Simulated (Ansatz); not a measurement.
# KTaSe3 (model cell, started as cubic perovskite with Ta in the octahedra): following an unstable mode, part 2 of 3

Wanted: the energy along a soft mode of KTaSe3 (model cell, started as cubic perovskite with Ta in the octahedra) and the structure at the end.

Ansatz 0.2.0; DFT LDA, scalar-relativistic, plane waves, PAW; PAW set soft_1.

So far, highest frequency on the path or at a solved wavevector (cm⁻¹): step 2 (the dispersion) 303. Also lowest frequency on the path (cm⁻¹): step 2 -127.

The structure was built from a prototype and need not be the compound's stable phase.

**4. The mode frozen in, largest atomic shift 0.04 Å**

The atoms are moved along the unstable eigenvector, the largest shift by 0.04 Å, with the cell fixed.

Input file input.yaml:

```yaml
crystal:
  lattice:
    - [4.998906978, 4.998906978, 0.0]
    - [4.998906978, 0.0, 4.998906978]
    - [4.998906978, 0.0, -4.998906978]
  atoms:
    - { symbol: K, position: [0.0, 0.0, 0.0] }
    - { symbol: K, position: [0.0, 0.5, 0.5] }
    - { symbol: Ta, position: [0.5, 0.25, 0.75] }
    - { symbol: Ta, position: [0.5, 0.75, 0.25] }
    - { symbol: Se, position: [0.5, 0.5027232775, 0.4972767225] }
    - { symbol: Se, position: [0.5, -0.0027232775, 0.0027232775] }
    - { symbol: Se, position: [0.0080017492, 0.4959991254, -0.0040008746] }
    - { symbol: Se, position: [-0.0080017492, 0.0040008746, 0.5040008746] }
    - { symbol: Se, position: [0.5, 0.5012775971, 0.0012775971] }
    - { symbol: Se, position: [0.5, -0.0012775971, 0.4987224029] }
kpoints:
  mp_grid: { grid: [8, 8, 8] }
hamiltonian:
  xc: lda
  pseudopotentials: { kind: paw, azcp: { folder: soft_1 }, xc_functional: pbe }
scf:
  occupations: { method: methfessel_paxton, width: 0.2 }
output:
  forces: true
  stress: true
  eigenvalues: true
```

On the command line:

```bash
$ ansatz run input.yaml --threads 4 --pin off --max-ram 16384MiB --backend cpu --events-out ev --progress --plain --runs-dir out
```

Numbers of over 12 decimals in the logs are rounded to 6 here.

Output:

```text
[...]
Crystal: 10 atoms, lattice volume = 249.836 Å³
Basis set: ecut = 420 eV, 4909 PW (Γ)
Bands: 84, of which v1, the nominal top of the filled ones, is band 70 counted from 1 (69 counted from 0)
Symmetry: 8 space group operations
[...]
k-points: 95 of 512
[...]
k-point 0: bands = [... 66 lower, 7.4382, 7.7857, 7.7863, 7.7866, 8.5013, 8.5146, 8.5236, 9.8234, ... 10 higher]
  k-point 1: bands = [... 66 lower, 7.5037, 7.9387, 7.9563, 8.0061, 8.3589, 8.3855, 8.4477, 10.1177, ... 10 higher]
  k-point 2: bands = [... 66 lower, 7.2645, 7.9456, 7.9722, 8.1855, 8.3717, 8.5078, 8.5356, 10.0352, ... 10 higher]
  k-point 94: bands = [... 66 lower, 6.3565, 7.4435, 7.4444, 7.4728, 8.4604, 9.8865, 10.2417, 10.2499, ... 10 higher]
[key lines of the parts left out:]
SCF converged after 11 iterations
Free energy (F): -54666.638724 eV
Fermi energy:    8.262393 eV
P = ⅓ Tr σ = -0.0055 GPa (-0.055 kbar)
```

Run time: 44 s. Hardware: 4 threads of Arm Neoverse V1, shared host; peak memory 1.6 GiB; 2.9 min of CPU time.

This step gave:

| Quantity | Value |
| --- | --- |
| pressure | -0.005499 GPa |
| energy from the undistorted cell | -0.345 meV/atom |

The energy, extrapolated to zero smearing, is -0.34 meV/atom against the undistorted cell.

The run ends at a pressure of -0.01 GPa, with forces up to 0.026 eV/Å.

**5. Energy along the mode, all amplitudes (two of the runs are shown above)**

An imaginary frequency means negative curvature, so the energy should fall and then rise again as anharmonic terms take over.

This step gave:

```yaml
depth_at_the_lowest_point_sampled: 0.345 meV/atom
largest_atomic_shift_at_that_point: 0.04 Å
```

The energy from the parent by largest atomic shift:

| largest atomic shift (Å) | energy from the parent (meV/atom) |
| --- | --- |
| 0.0000 | 0 |
| 0.0400 | -0.345 |
| 0.0800 | 1.52 |
| 0.1400 | 16.7 |

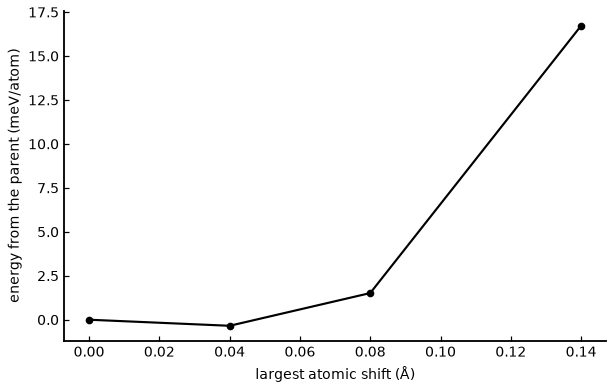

Energy from the parent, plotted against largest atomic shift.

Displacement at unit largest shift by atom:

| atom | x (Å) | y (Å) | z (Å) | size |
| --- | --- | --- | --- | --- |
| K1 | 0.00 | 0.00 | 0.00 | 0.00 |
| K2 | 0.00 | 0.00 | 0.00 | 0.00 |
| Ta3 | 0.00 | 0.00 | 0.00 | 0.00 |
| Ta4 | 0.00 | 0.00 | 0.00 | 0.00 |
| Se5 | 0.00 | 0.00 | 0.68 | 0.68 |
| Se6 | 0.00 | 0.00 | -0.68 | 0.68 |
| Se7 | 0.00 | 1.00 | 0.00 | 1.00 |
| Se8 | 0.00 | -1.00 | 0.00 | 1.00 |
| Se9 | 0.32 | 0.00 | 0.00 | 0.32 |
| Se10 | -0.32 | 0.00 | 0.00 | 0.32 |

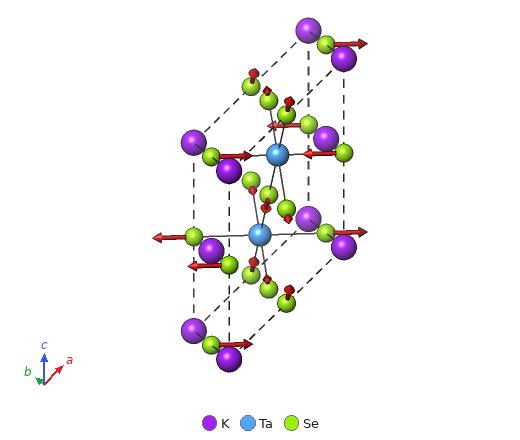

Displacement at unit largest shift as arrows, the longest 1 Å. Some periodic images of atoms are drawn too.

The lowest of the steps tried is at 0.04 Å, 0.345 meV/atom below the parent; the bottom of the well need not coincide with a step.

**6. Relaxation from the frozen mode**

Starting from the lowest point found, all atoms and the cell are let go, so that strain and other modes of the same symmetry can join in.

Changes to input.yaml since step 4:

```diff
@@ -27 +27,10 @@
   eigenvalues: true
+  write_density: true
+  write_potential: true
+  elf: true
+  volumetric_format: npy
+relax:
+  adjacent_minimum: "off"
+  f_tol: 0.002
+  max_steps: 120
+  cell: { stress_tol: 0.03 }
```

Output:

```text
[...]
Crystal: 10 atoms, lattice volume = 249.836 Å³
Basis set: ecut = 420 eV, 4909 PW (Γ)
Bands: 84, of which v1, the nominal top of the filled ones, is band 70 counted from 1 (69 counted from 0)
Symmetry: 8 space group operations
[...]
k-points: 95 of 512
[...]
SCF iter   1: F=—  HF=-54669.356207 eV  |F-HF|=—  |Δ(HF+E_count)|=         —  Δρ=4.54e-2  dr2=8.76e0  ethr=3.10e-3  ⟨swp⟩=7.4  Hψ=28854  notcnv=0
[...]
SCF iter  11: F=-54666.638724 eV  HF=-54666.638724 eV  |F-HF|=5.06e-9  |Δ(HF+E_count)|=   6.77e-8  S|Δr|=    0.00e0  Δρ=2.01e-6  dr2=7.75e-9  ethr=5.02e-11  ⟨swp⟩=8.0  Hψ=53428  notcnv=0
SCF 1 converged in 11 iterations: F = -54666.638724 eV  dr2 = 7.75e-9
[...]
relax step   1: F+E_penalty+E_count = -54666.63872397 eV  Δ(F+E_penalty+E_count) = +0.000e0 eV  max|allowed force component| = 2.622e-2 eV/Å  Δτ_max = 0.0000 Å  P = -0.005 GPa  Ω = 249.836 Å³  (11 SCF iters, dr2 threshold 1.00e-7 eV, accepted)
Crystal: 10 atoms, lattice volume = 249.781 Å³
[...]
SCF iter   5: F=-54666.638892 eV  HF=-54666.638892 eV  |F-HF|=2.01e-8  |Δ(HF+E_count)|=   1.19e-8  S|Δr|=    0.00e0  Δρ=2.68e-6  dr2=2.68e-8  ethr=3.07e-11  ⟨swp⟩=9.4  Hψ=51172  notcnv=0
SCF 2 converged in 5 iterations: F = -54666.638892 eV  dr2 = 2.68e-8
relax step   2: F+E_penalty+E_count = -54666.63889196 eV  Δ(F+E_penalty+E_count) = -1.680e-4 eV  max|allowed force component| = 1.701e-2 eV/Å  Δτ_max = 0.0020 Å  P = +0.002 GPa  Ω = 249.781 Å³  energy of the carried Pulay correction = +5.444e-6 eV  (5 SCF iters, dr2 threshold 4.30e-8 eV, accepted)
Crystal: 10 atoms, lattice volume = 249.745 Å³
[...]
SCF iter   6: F=-54666.639034 eV  HF=-54666.639034 eV  |F-HF|=6.65e-9  |Δ(HF+E_count)|=   3.33e-8  S|Δr|=    0.00e0  Δρ=1.10e-6  dr2=7.33e-9  ethr=1.29e-11  ⟨swp⟩=6.8  Hψ=51728  notcnv=0
SCF 3 converged in 6 iterations: F = -54666.639034 eV  dr2 = 7.33e-9
relax step   3: F+E_penalty+E_count = -54666.63903400 eV  Δ(F+E_penalty+E_count) = -1.420e-4 eV  max|allowed force component| = 6.946e-3 eV/Å  Δτ_max = 0.0043 Å  P = -0.005 GPa  Ω = 249.745 Å³  energy of the carried Pulay correction = +8.896e-6 eV  (6 SCF iters, dr2 threshold 1.81e-8 eV, accepted)
[...]
relax step   4: F+E_penalty+E_count = -54666.63901023 eV  Δ(F+E_penalty+E_count) = +2.377e-5 eV  max|allowed force component| = 1.958e-2 eV/Å  Δτ_max = 0.0026 Å  P = +0.008 GPa  Ω = 249.681 Å³  energy of the carried Pulay correction = +1.526e-5 eV  (7 SCF iters, dr2 threshold 3.02e-9 eV, rejected (line search))
[...]
relax step   5: F+E_penalty+E_count = -54666.63904862 eV  Δ(F+E_penalty+E_count) = -1.462e-5 eV  max|allowed force component| = 2.129e-3 eV/Å  Δτ_max = 0.0013 Å  P = -0.000 GPa  Ω = 249.714 Å³  energy of the carried Pulay correction = +1.194e-5 eV  (7 SCF iters, accepted)
[...]
relax step   6: F+E_penalty+E_count = -54666.63905329 eV  Δ(F+E_penalty+E_count) = -4.666e-6 eV  max|allowed force component| = 2.739e-4 eV/Å  Δτ_max = 0.0031 Å  P = -0.000 GPa  Ω = 249.708 Å³  energy of the carried Pulay correction = +1.258e-5 eV  (8 SCF iters, accepted)
[...]
relax step   7: F+E_penalty+E_count = -54666.63905726 eV  Δ(F+E_penalty+E_count) = -3.970e-6 eV  max|allowed force component| = 8.921e-4 eV/Å  Δτ_max = 0.0050 Å  P = +0.003 GPa  Ω = 249.700 Å³  energy of the carried Pulay correction = +1.337e-5 eV  (8 SCF iters, accepted)
[...]
SCF iter   5: F=-54666.639047 eV  HF=-54666.639047 eV  |F-HF|=7.28e-12  |Δ(HF+E_count)|=  5.82e-11  S|Δr|=    0.00e0  Δρ=5.88e-8  dr2=6.43e-12  ethr=1.00e-12  ⟨swp⟩=6.3  Hψ=40876  notcnv=0
SCF 8 converged in 5 iterations: F = -54666.639047 eV  dr2 = 6.43e-12
relax step   8: F+E_penalty+E_count = -54666.63904653 eV  Δ(F+E_penalty+E_count) = +1.073e-5 eV  max|allowed force component| = 8.887e-4 eV/Å  Δτ_max = 0.0000 Å  P = +0.003 GPa  Ω = 249.700 Å³  stress off target by 3.95e-3 GPa  SCF on the basis re-selected at this cell (its energy is not comparable with the rows above)  (5 SCF iters)
basis re-selected at this cell: Δ(F+E_penalty+E_count) = +1.073e-5 eV, ΔP = -0.000 GPa vs the last step (what re-selecting the basis moved, of the pressure what is left beyond the Pulay correction that the steps carried, after the strain that the cell walked since its last selection, with what the two solves' SCF thresholds leave and, on support functions, any second-order correction that the steps lacked; it is no m [...]
SCF converged after 5 iterations
[...]
Free energy (F): -54666.639047 eV
[...]
Internal energy: -54666.644755 eV  (E = F + TS)
E sigma→0 (E₀):  -54666.640474 eV
Entropy (-TS):   0.005708 eV (0.571 meV/atom)
Fermi energy:    8.268052 eV
[...]
--- Forces (eV/Å), atoms counted from 1 ---
  atom   1  K      0.00000000     0.00000000     0.00000000
  atom   2  K      0.00000000     0.00000000    -0.00000000
  atom   3  Ta     0.00000000    -0.00000000     0.00000000
  atom   4  Ta     0.00000000     0.00000000     0.00000000
  atom   5  Se     0.00000000     0.00000000    -0.00088873
  atom   6  Se     0.00000000     0.00000000     0.00088873
  atom   7  Se     0.00000000     0.00015709     0.00000000
  atom   8  Se     0.00000000    -0.00015709     0.00000000
  atom   9  Se    -0.00070192     0.00000000     0.00000000
  atom  10  Se     0.00070192     0.00000000     0.00000000
  max |Σ_I F_I| component: 2.71e-20 eV/Å
--- Stress (GPa, compression-positive) ---
        0.003946       0.000000       0.000000
        0.000000       0.002649       0.000000
        0.000000       0.000000       0.003708
  P = ⅓ Tr σ = 0.0034 GPa (0.034 kbar)
--- Band table (eV; the first three rows and the last of 95) ---
  k-point 0: bands = [... 66 lower, 7.4395, 7.7927, 7.7928, 7.7937, 8.5106, 8.5120, 8.5226, 9.8324, ... 10 higher]
  k-point 1: bands = [... 66 lower, 7.5113, 7.9554, 7.9709, 8.0161, 8.3634, 8.3779, 8.4448, 10.1267, ... 10 higher]
  k-point 2: bands = [... 66 lower, 7.2710, 7.9636, 7.9827, 8.2006, 8.3706, 8.5096, 8.5293, 10.0421, ... 10 higher]
  k-point 94: bands = [... 66 lower, 6.3605, 7.4501, 7.4502, 7.4877, 8.4584, 9.8953, 10.2535, 10.2540, ... 10 higher]
--- Relaxed structure (7 steps of the walk, 6 accepted, 1 SCFs on fresh bases) ---
  F+E_penalty+E_count = -54666.63904653 eV   max|allowed force component| = 8.887e-4 eV/Å   (the final SCF, on the basis selected at the relaxed cell)
  cell:  # Å, volume = 249.6999 Å³
    - [4.996422, 4.998939, 0.0]
    - [4.996422, 0.0, 4.998636]
    - [4.996422, 0.0, -4.998636]
  atoms:
    - { symbol: K, position: [0, 0, 0] }
    - { symbol: K, position: [0, 0.5, 0.5] }
    - { symbol: Ta, position: [0.500000, 0.250000, 0.75] }
    - { symbol: Ta, position: [0.500000, 0.75, 0.250000] }
    - { symbol: Se, position: [0.500000, 0.502768, 0.497232] }
    - { symbol: Se, position: [0.500000, -0.00276766, 0.00276766] }
    - { symbol: Se, position: [0.0058687, 0.497066, -0.00293435] }
    - { symbol: Se, position: [-0.0058687, 0.00293435, 0.502934] }
    - { symbol: Se, position: [0.500000, 0.500173, 0.000172665] }
    - { symbol: Se, position: [0.500000, -0.000172665, 0.499827] }
```

Run time: 5.3 min. Hardware: 4 threads; peak memory 1.7 GiB.

Relaxation path:

| step | energy less that of the first step (eV) | largest force component (eV/Å) | pressure (GPa) | volume (Å³) |
| --- | --- | --- | --- | --- |
| 1 | 0.0000 | 0.0262 | -0.01 | 249.84 |
| 2 | -0.0002 | 0.0170 | 0.00 | 249.78 |
| 3 | -0.0003 | 0.0069 | -0.01 | 249.75 |
| 4 | -0.0003 | 0.0196 | 0.01 | 249.68 |
| 5 | -0.0003 | 0.0021 | 0.00 | 249.71 |
| 6 | -0.0003 | 0.0003 | 0.00 | 249.71 |
| 7 | -0.0003 | 0.0009 | 0.00 | 249.70 |
| 8* | -0.0003 | 0.0009 | 0.00 | 249.70 |

Relaxation steps marked * repeat the geometry before them on a plane-wave basis chosen anew for their cell, so energy and pressure can jump there. Relaxation step 4 was tried and not accepted.

The run keeps the 8 symmetry operations that it works with, so distortions that break them were not tested.

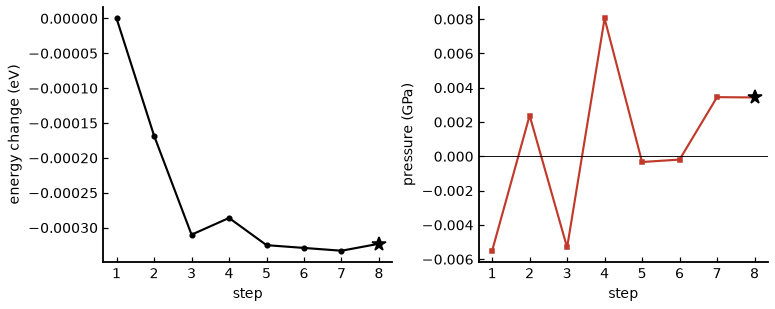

Energy and pressure along the relaxation. Stars mark steps on a basis chosen anew.

| cell as run | before | after | change |
| --- | --- | --- | --- |
| a (Å) | 7.070 | 7.068 | -0.0 % |
| b (Å) | 7.070 | 7.068 | -0.0 % |
| c (Å) | 7.070 | 7.068 | -0.0 % |
| α (°) | 90.00 | 90.03 | +0.0 % |
| β (°) | 60.00 | 60.02 | +0.0 % |
| γ (°) | 60.00 | 60.02 | +0.0 % |
| volume (Å³/atom) | 24.98 | 24.97 | -0.1 % |

The atoms that moved most (Å, as changes of fractional coordinates times the final cell):

| atom | dx | dy | dz | length |
| --- | --- | --- | --- | --- |
| Se10 | 0.011 | 0.000 | 0.000 | 0.011 |
| Se9 | -0.011 | 0.000 | 0.000 | 0.011 |
| Se7 | 0.000 | -0.011 | 0.000 | 0.011 |
| Se8 | 0.000 | 0.011 | 0.000 | 0.011 |

This step gave:

```
pressure        : 0.003435 GPa
volume per atom : 24.97 Å³
```

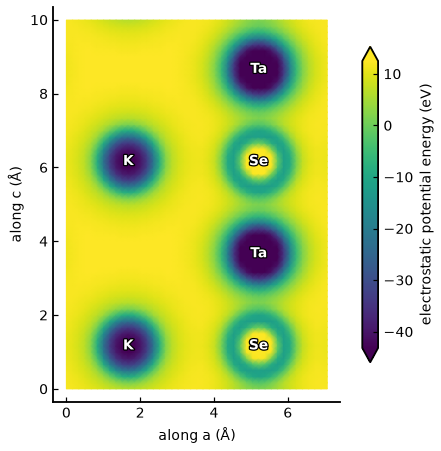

Electrostatic potential energy in the ac plane of the conventional cell at fractional y = 0.000, with atoms of K and Ta and Se within 0.2 Å of it. With pseudopotentials it is smooth inside the atoms' cores, unlike the true potential. The map starts off the cell's origin, so that atoms lie inside it.

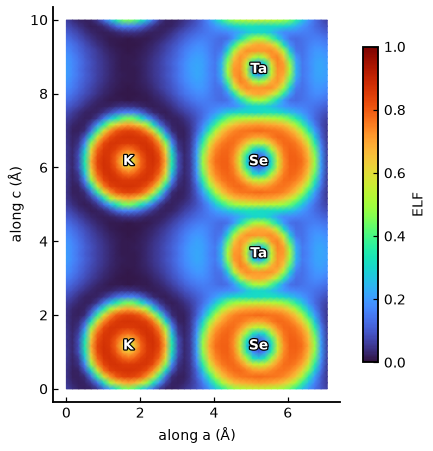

ELF in the ac plane of the conventional cell at fractional y = 0.000, with atoms of K and Ta and Se within 0.2 Å of it. It is the smooth field of the valence electrons, not physical close to the nuclei. The map starts off the cell's origin, so that atoms lie inside it.

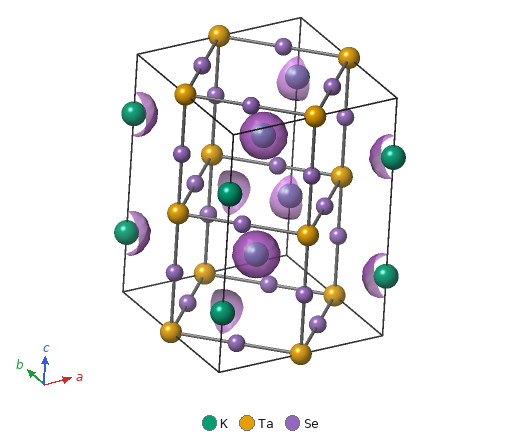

Surface of ELF = 0.8.

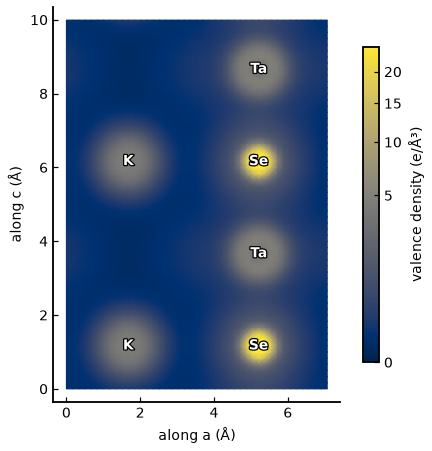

Valence density in the ac plane of the conventional cell at fractional y = 0.000, with atoms of K and Ta and Se within 0.2 Å of it. It is the smooth field of the valence electrons, not physical close to the nuclei. The map starts off the cell's origin, so that atoms lie inside it. The colour scale is stretched toward low values.

The distorted start has space group Fmmm; the relaxation ends in I4/mcm.

**7. The new phase in its own primitive cell**

The relaxed structure is symmetrised, reduced to its primitive cell and relaxed tightly, as its phonons need.

Input file input.yaml:

```yaml
crystal:
  lattice:
    - [-3.5346763226, 3.5346763226, 4.9964220846]
    - [3.5346763226, -3.5346763226, 4.9964220846]
    - [3.5346763226, 3.5346763226, -4.9964220846]
  atoms:
    - { symbol: K, position: [0.75, 0.75, 0.0] }
    - { symbol: K, position: [0.25, 0.25, 0.0] }
    - { symbol: Ta, position: [0.5, 0.0, 0.5] }
    - { symbol: Ta, position: [0.0, 0.5, 0.5] }
    - { symbol: Se, position: [0.2472323446, 0.2527676554, 0.5] }
    - { symbol: Se, position: [0.7527676554, 0.7472323446, 0.5] }
    - { symbol: Se, position: [0.2527676554, 0.7527676554, 0.0055353109] }
    - { symbol: Se, position: [0.7472323446, 0.2472323446, 0.9944646891] }
    - { symbol: Se, position: [0.25, 0.75, 0.5] }
    - { symbol: Se, position: [0.75, 0.25, 0.5] }
kpoints:
  mp_grid: { grid: [8, 8, 8] }
hamiltonian:
  xc: lda
  pseudopotentials: { kind: paw, azcp: { folder: soft_1 }, xc_functional: pbe }
scf:
  occupations: { method: methfessel_paxton, width: 0.2 }
output:
  forces: true
  stress: true
  eigenvalues: true
relax:
  adjacent_minimum: "off"
  f_tol: 0.001
  max_steps: 60
  cell: { stress_tol: 0.01 }
```

Output:

```text
[...]
Crystal: 10 atoms, lattice volume = 249.700 Å³
Basis set: ecut = 420 eV, 4909 PW (Γ)
Bands: 84, of which v1, the nominal top of the filled ones, is band 70 counted from 1 (69 counted from 0)
Symmetry: 16 space group operations
[...]
k-points: 59 of 512
[...]
- { symbol: K, position: [0.25, 0.25, 0] }
    - { symbol: Ta, position: [0.5, 0, 0.5] }
    - { symbol: Ta, position: [0, 0.5, 0.5] }
    - { symbol: Se, position: [0.247219, 0.252781, 0.5] }
    - { symbol: Se, position: [0.752781, 0.747219, 0.500000] }
    - { symbol: Se, position: [0.252781, 0.752781, 0.00556157] }
    - { symbol: Se, position: [0.747219, 0.247219, 0.994438] }
    - { symbol: Se, position: [0.250000, 0.75, 0.500000] }
    - { symbol: Se, position: [0.75, 0.250000, 0.500000] }
[key lines of the parts left out:]
SCF converged after 8 iterations
Free energy (F): -54666.639045 eV
Fermi energy:    8.267848 eV
P = ⅓ Tr σ = 0.0002 GPa (0.002 kbar)
```

It took 75 s on 4 threads; peak memory 1.3 GiB.

Little changed from the start: no atom moved by 0.005 Å and no cell edge by 0.1 %.

This step gave:

| Item | Value |
| --- | --- |
| pressure | 1.79e-4 GPa |

The largest force component left is 0.92 meV/Å and the pressure is 0.000 GPa, within the tolerances set. The cell now holds 24.97 Å³/atom.

(Part 2 of 3 ends here.)

[Logs are printed without paths, hosts, clocks, repeated set-up lines and the standing remarks that a program may print on its own settings, such as how far it seeks lower states.]

[Hosts, paths, dates, database ids (printed as entryN), source tags and the programs' standing remarks are cut or masked in the printed files.]
